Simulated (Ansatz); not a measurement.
GeBNH$_{5}$ClO: geometry relaxation (part 1 of 2)

GeBNH$_{5}$ClO, SMILES OB(Cl)[NH][GeH3], computed with RKS PBE-D4/def2-SVP (Ansatz 0.2.0).

The geometry: force-field start. Figures and captions count atoms from 1; the log counts them from 0 in places.

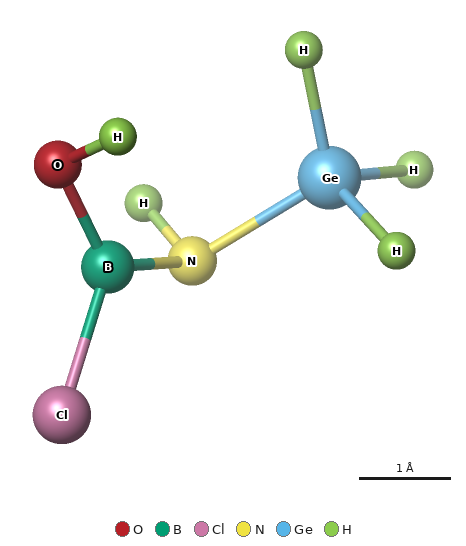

*The input geometry (ball-and-stick view, seen at a tilt). Sticks mark near contacts.*

Bond lengths as drawn: B–Cl 1.82 Å, B–N 1.58 Å, B–O 1.40 Å, Ge–H 1.52 to 1.61 Å, Ge–N 1.84 Å, H–N 1.06 Å and H–O 1.03 Å.

**Input file**
```yaml
crystal:
  periodic: [false, false, false]
  atoms:
    - {symbol: O, position_ang: [-1.711100, -0.872400, 0.592500]}
    - {symbol: B, position_ang: [-0.360800, -1.228500, 0.465600]}
    - {symbol: Cl, position_ang: [0.296700, -2.485200, 1.607400]}
    - {symbol: N, position_ang: [0.578100, -0.693900, -0.680700]}
    - {symbol: Ge, position_ang: [0.705600, 1.131300, -0.475200]}
    - {symbol: H, position_ang: [-1.752600, -0.034500, 1.193300]}
    - {symbol: H, position_ang: [-0.001000, -0.856100, -1.558900]}
    - {symbol: H, position_ang: [-0.645100, 1.844300, -0.535000]}
    - {symbol: H, position_ang: [1.364600, 1.447800, 0.958100]}
    - {symbol: H, position_ang: [1.608800, 1.696000, -1.564200]}
basis:
  gaussian: {orbitals: def2-SVP}
hamiltonian: {xc: pbe, dispersion: d4}
relax: {f_tol: 0.03, max_steps: 200}
```

Machine: 4 threads of Arm Neoverse V2, 23 GiB of memory available, shared host.

Run as:
```bash
ansatz run in.yaml --threads 4 --pin off --events-out ev --progress --plain --max-ram 10444MiB
```

**What the program printed**
```
Functional definition: PBE
  name "PBE"
  cite "Perdew, Burke & Ernzerhof, Phys. Rev. Lett. 77, 3865 (1996) doi:10.1103/PhysRevLett.77.3865"
  parent pbe
  parameter kappa = 0.804
  parameter beta = 0.06672455060314922
  exchange = pbe_x(kappa = kappa, mu = beta*pi^2/3)
  correlation = pbe_c(beta = beta)
1305 factors; their error is unknown
mean field evaluation 1: about -73294.2994 eV, gradient 7.5e1 eV
mean field evaluation 2: about -73240.9424 eV, gradient 1.6e2 eV
mean field evaluation 4: about -73304.5136 eV, gradient 1.4e1 eV
mean field evaluation 8: about -73304.8921 eV, gradient 3.0e-1 eV
mean field evaluation 16: about -73304.8240 eV, gradient 2.1e-4 eV
mean field -73304.82396972 eV, -2693.9025930930 hartree, gradient 5.7e-5 eV, S^2 0.000000; 0 other end points of the search recorded, 0 dependent functions left out
the calculation of the forces begins
reference -73304.82400679 eV, -2693.9025944550 hartree; 37, 37 occupied and 80, 80 virtual orbitals, 1305 factors
relax step   1: F+E_penalty+E_count = -73305.05915681 eV  Δ(F+E_penalty+E_count) = +0.000e0 eV  max|allowed force component| = 2.268e0 eV/Å  Δτ_max = 0.0000 Å  (28 SCF iters, accepted)
these checks for a lower state are left out or cut short: starts, cluster_reference, orbital_swaps, neighbouring_geometries, increment
1305 factors; their error is unknown
mean field -73305.15621183 eV, -2693.9148027652 hartree, gradient 9.9e-6 eV, S^2 0.000000; 0 other end points of the search recorded, 0 dependent functions left out
[... from here on the field's lines of each further geometry are left out, up to the last ...]
relax step   2: F+E_penalty+E_count = -73305.39256681 eV  Δ(F+E_penalty+E_count) = -3.334e-1 eV  max|allowed force component| = 1.298e0 eV/Å  Δτ_max = 0.1514 Å  (30 SCF iters, accepted)
relax step   3: F+E_penalty+E_count = -73305.52455516 eV  Δ(F+E_penalty+E_count) = -1.320e-1 eV  max|allowed force component| = 7.911e-1 eV/Å  Δτ_max = 0.1949 Å  (35 SCF iters, accepted)
relax step   4: F+E_penalty+E_count = -73305.66383988 eV  Δ(F+E_penalty+E_count) = -1.393e-1 eV  max|allowed force component| = 7.553e-1 eV/Å  Δτ_max = 0.2000 Å  (35 SCF iters, accepted)
relax step   5: F+E_penalty+E_count = -73305.79301374 eV  Δ(F+E_penalty+E_count) = -1.292e-1 eV  max|allowed force component| = 1.692e0 eV/Å  Δτ_max = 0.1950 Å  (34 SCF iters, accepted)
relax step   6: F+E_penalty+E_count = -73305.97419259 eV  Δ(F+E_penalty+E_count) = -1.812e-1 eV  max|allowed force component| = 9.890e-1 eV/Å  Δτ_max = 0.2000 Å  (28 SCF iters, accepted)
relax step   7: F+E_penalty+E_count = -73306.11151033 eV  Δ(F+E_penalty+E_count) = -1.373e-1 eV  max|allowed force component| = 7.947e-1 eV/Å  Δτ_max = 0.1998 Å  (29 SCF iters, accepted)
relax step   8: F+E_penalty+E_count = -73306.23081145 eV  Δ(F+E_penalty+E_count) = -1.193e-1 eV  max|allowed force component| = 8.657e-1 eV/Å  Δτ_max = 0.1945 Å  (30 SCF iters, accepted)
relax step   9: F+E_penalty+E_count = -73306.31932504 eV  Δ(F+E_penalty+E_count) = -8.851e-2 eV  max|allowed force component| = 7.800e-1 eV/Å  Δτ_max = 0.1975 Å  (29 SCF iters, accepted)
relax step  10: F+E_penalty+E_count = -73306.40442088 eV  Δ(F+E_penalty+E_count) = -8.510e-2 eV  max|allowed force component| = 4.464e-1 eV/Å  Δτ_max = 0.1999 Å  (28 SCF iters, accepted)
relax step  11: F+E_penalty+E_count = -73306.46253290 eV  Δ(F+E_penalty+E_count) = -5.811e-2 eV  max|allowed force component| = 5.474e-1 eV/Å  Δτ_max = 0.1938 Å  (28 SCF iters, accepted)
relax step  12: F+E_penalty+E_count = -73306.51326701 eV  Δ(F+E_penalty+E_count) = -5.073e-2 eV  max|allowed force component| = 2.190e-1 eV/Å  Δτ_max = 0.1998 Å  (27 SCF iters, accepted)
relax step  13: F+E_penalty+E_count = -73306.54101073 eV  Δ(F+E_penalty+E_count) = -2.774e-2 eV  max|allowed force component| = 1.459e-1 eV/Å  Δτ_max = 0.2000 Å  (34 SCF iters, accepted)
relax step  14: F+E_penalty+E_count = -73306.55828660 eV  Δ(F+E_penalty+E_count) = -1.728e-2 eV  max|allowed force component| = 2.649e-1 eV/Å  Δτ_max = 0.1918 Å  (29 SCF iters, accepted)
relax step  15: F+E_penalty+E_count = -73306.56330145 eV  Δ(F+E_penalty+E_count) = -5.015e-3 eV  max|allowed force component| = 3.222e-1 eV/Å  Δτ_max = 0.0993 Å  (29 SCF iters, accepted)
relax step  16: F+E_penalty+E_count = -73306.58720037 eV  Δ(F+E_penalty+E_count) = -2.390e-2 eV  max|allowed force component| = 1.589e-1 eV/Å  Δτ_max = 0.2000 Å  (27 SCF iters, accepted)
relax step  17: F+E_penalty+E_count = -73306.58839576 eV  Δ(F+E_penalty+E_count) = -1.195e-3 eV  max|allowed force component| = 1.237e-1 eV/Å  Δτ_max = 0.0241 Å  (29 SCF iters, accepted)
relax step  18: F+E_penalty+E_count = -73306.58947968 eV  Δ(F+E_penalty+E_count) = -1.084e-3 eV  max|allowed force component| = 1.897e-1 eV/Å  Δτ_max = 0.1322 Å  (27 SCF iters, accepted)
relax step  19: F+E_penalty+E_count = -73306.59374890 eV  Δ(F+E_penalty+E_count) = -4.269e-3 eV  max|allowed force component| = 9.795e-2 eV/Å  Δτ_max = 0.0285 Å  (29 SCF iters, accepted)
relax step  20: F+E_penalty+E_count = -73306.59450978 eV  Δ(F+E_penalty+E_count) = -7.609e-4 eV  max|allowed force component| = 8.286e-2 eV/Å  Δτ_max = 0.0192 Å  (30 SCF iters, accepted)
the calculation of the forces begins
reference -73306.35561112 eV, -2693.9588798761 hartree; 37, 37 occupied and 80, 80 virtual orbitals, 1305 factors
relax step  21: F+E_penalty+E_count = -73306.59473315 eV  Δ(F+E_penalty+E_count) = -2.234e-4 eV  max|allowed force component| = 9.102e-3 eV/Å  Δτ_max = 0.0083 Å  (30 SCF iters, accepted)
```

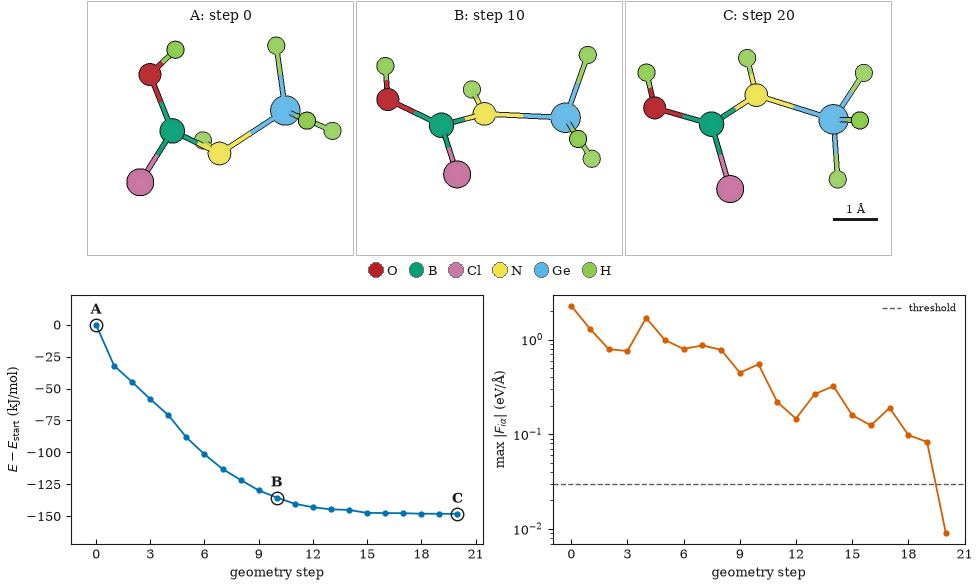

*Frames of the relaxation (ball-and-stick view, seen at a tilt) above the curves, on which the letters mark them (the first geometry is step 0 here and step 1 in the log).*

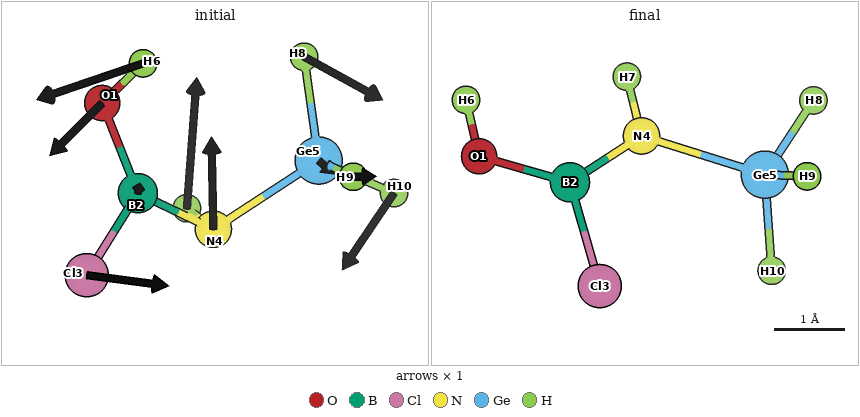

*Before (left) and after (right) the relaxation, at one scale (ball-and-stick view, seen at a tilt). The black arrows give the displacements, at true length.*

The largest move after the best rigid fit is that of H7, 2.08 Å. Largest moves by element: H 2.08 Å, N 1.41 Å, Cl 1.23 Å, O 1.10 Å, Ge 0.31 Å, B 0.18 Å. Among the contacts that change: B2–N4 1.575 → 1.418 Å, Ge5–H9 1.609 → 1.547 Å, O1–H6 1.032 → 0.973 Å, N4–H7 1.064 → 1.023 Å. Among the angles that change: B2–N4–Ge5 107.2° → 125.0°, B2–N4–H7 103.0° → 119.6°, N4–Ge5–H8 113.4° → 104.2°. The energy falls by 148.2 kJ/mol in 20 geometry steps. Largest force component: 2.3 eV/Å at the start, 0.0091 eV/Å at the end. (Atoms are counted from 1 in the order of the input.)

```
1305 factors; their error is unknown
mean field -73306.35557378 eV, -2693.9588785039 hartree, gradient 1.1e-5 eV, S^2 0.000000; 1 other end points of the search recorded, 0 dependent functions left out
the calculation of the forces begins
reference -73306.35561112 eV, -2693.9588798761 hartree; 37, 37 occupied and 80, 80 virtual orbitals, 1305 factors
Total energy: -73306.59477049 eV, -2693.9676688209 hartree
Atom 0 at    -1.516507    -2.005285     0.618565 Å, force     0.003569    -0.001564     0.002400 eV/Å
Atom 1 at    -0.459828    -1.146163     0.474028 Å, force    -0.009102    -0.001841    -0.002512 eV/Å
Atom 2 at     1.084807    -1.678372     1.221317 Å, force     0.001156     0.000151    -0.000505 eV/Å
Atom 3 at    -0.469584     0.102029    -0.198274 Å, force     0.001862    -0.005609     0.003199 eV/Å
Atom 4 at     1.007347     1.240053    -0.370439 Å, force     0.008176     0.006568    -0.001016 eV/Å
Atom 5 at    -2.331668    -1.679052     0.199139 Å, force    -0.000775     0.002535    -0.001249 eV/Å
Atom 6 at    -1.332883     0.434580    -0.635221 Å, force    -0.002407     0.000065    -0.000233 eV/Å
Atom 7 at     0.463891     2.452647    -1.173554 Å, force    -0.001708    -0.000419    -0.000575 eV/Å
Atom 8 at     1.499684     1.692957     1.024330 Å, force    -0.000744     0.000358    -0.000172 eV/Å
Atom 9 at     2.137941     0.535406    -1.156991 Å, force    -0.000026    -0.000244     0.000662 eV/Å
Dipole moment:    -0.460871     0.421685    -0.364420 e Å
```

**Trajectory as extended XYZ (Å, eV, eV/Å), 21 frames, from step=1 to step=21**
```
10
Properties=species:S:1:pos:R:3:forces:R:3 step=1 energy=-73305.05916
O    -1.7111   -0.8724    0.5925    1.1041   1.6596   1.3370
B    -0.3608   -1.2285    0.4656    0.7036  -0.0219  -1.2646
Cl    0.2967   -2.4852    1.6074   -0.2053   0.7398  -0.5713
N     0.5781   -0.6939   -0.6807   -2.2675  -1.7755   1.1423
Ge    0.7056    1.1313   -0.4752    0.8368   0.8518   0.9232
H    -1.7526   -0.0345    1.1933   -0.1656  -1.7843  -1.3516
H    -0.0010   -0.8561   -1.5589    0.5889   0.2404   0.8081
H    -0.6451    1.8443   -0.5350   -0.5142   0.2662   0.0015
H     1.3646    1.4478    0.9581   -0.3516  -0.2960  -0.6824
H     1.6088    1.6960   -1.5642    0.2709   0.1200  -0.3421
10
Properties=species:S:1:pos:R:3:forces:R:3 step=2 energy=-73305.39257
O    -1.7277   -0.9465    0.6002    0.4870   0.5527   0.5321
B    -0.3850   -1.2619    0.4400    0.8052   0.5347  -0.3516
Cl    0.3901   -2.3707    1.6407   -0.2553   0.3020  -0.3893
N     0.5007   -0.6873   -0.6429   -1.2980  -0.9086   0.4690
Ge    0.7409    1.1575   -0.4672    0.2228   0.1978   0.3019
H    -1.8054   -0.0924    1.1081   -0.1367  -0.8294  -0.6328
H    -0.0544   -0.8144   -1.5195    0.2407   0.1367   0.2466
H    -0.6191    1.9155   -0.5045   -0.0639   0.0847  -0.0329
H     1.3770    1.3665    0.9367   -0.0055  -0.0086  -0.0983
H     1.6661    1.6826   -1.5886    0.0036  -0.0620  -0.0446
10
Properties=species:S:1:pos:R:3:forces:R:3 step=3 energy=-73305.52455
O    -1.7243   -1.0483    0.6041    0.2480   0.3239   0.5732
B    -0.3508   -1.1979    0.4856   -0.2619  -0.7911  -0.0744
Cl    0.4739   -2.3196    1.6273   -0.1073   0.3166   0.0310
N     0.4259   -0.6762   -0.6151    0.1825   0.5594  -0.1435
Ge    0.7851    1.1746   -0.4481   -0.1294  -0.1137  -0.3255
H    -1.9413   -0.1727    0.9937   -0.1182  -0.3397  -0.3784
H    -0.1525   -0.7729   -1.4639   -0.1039   0.1119  -0.0435
H    -0.5681    1.9797   -0.4950    0.1953  -0.0398   0.0024
H     1.4295    1.3443    0.9285    0.1740   0.0609   0.2408
H     1.7059    1.6379   -1.6141   -0.0792  -0.0886   0.1179
10
Properties=species:S:1:pos:R:3:forces:R:3 step=4 energy=-73305.66384
O    -1.7328   -1.1661    0.6267    0.1796   0.2668   0.6053
B    -0.3533   -1.2057    0.5020   -0.2392  -0.7553   0.0290
Cl    0.5615   -2.2173    1.6814   -0.1525   0.3386  -0.0751
N     0.3588   -0.6487   -0.6194    0.1310   0.6760  -0.0960
Ge    0.8138    1.1824   -0.4336   -0.0075  -0.1982  -0.3269
H    -2.0350   -0.2560    0.8379   -0.0447  -0.3600  -0.4067
H    -0.2707   -0.7070   -1.4343   -0.0729   0.1201  -0.0342
H    -0.4994    2.0490   -0.4605    0.1747  -0.0648   0.0170
H     1.5104    1.3223    0.9247    0.1145   0.0223   0.1759
H     1.7299    1.5958   -1.6220   -0.0830  -0.0456   0.1115
10
Properties=species:S:1:pos:R:3:forces:R:3 step=5 energy=-73305.79301
O    -1.7393   -1.2718    0.6748   -0.1979   1.4984   0.4585
B    -0.3638   -1.2330    0.5113    0.1145  -0.3609   0.0446
Cl    0.6460   -2.1160    1.7378   -0.3552   0.3894  -0.3959
N     0.2923   -0.6178   -0.6297   -0.3671   0.3869   0.1818
Ge    0.8445    1.1839   -0.4221    0.0573  -0.2340  -0.1781
H    -2.1031   -0.3239    0.6683    0.4895  -1.6921  -0.3466
H    -0.3888   -0.6349   -1.4120    0.1532   0.1055   0.1235
H    -0.4331    2.0954   -0.4312    0.1324  -0.0364   0.0266
H     1.5780    1.3007    0.9307    0.0152  -0.0346   0.0074
H     1.7504    1.5663   -1.6251   -0.0421  -0.0222   0.0781
10
Properties=species:S:1:pos:R:3:forces:R:3 step=6 energy=-73305.97419
O    -1.7422   -1.3845    0.7329   -0.1321   0.9890   0.1041
B    -0.3863   -1.2240    0.5261    0.2591  -0.3539   0.1081
Cl    0.6783   -2.0280    1.7443   -0.1152   0.2713  -0.2778
N     0.1983   -0.5431   -0.6092   -0.3396   0.1691   0.1597
Ge    0.8946    1.1995   -0.4382   -0.0635  -0.1301   0.0189
H    -2.1755   -0.4981    0.6017    0.1756  -0.9866  -0.2057
H    -0.4831   -0.5468   -1.3854    0.0646   0.0872   0.0683
H    -0.3490    2.1515   -0.4712    0.1747   0.0527   0.0206
H     1.6143    1.2778    0.9268    0.0051  -0.0157  -0.0334
H     1.8339    1.5445   -1.6249   -0.0287  -0.0831   0.0372
```
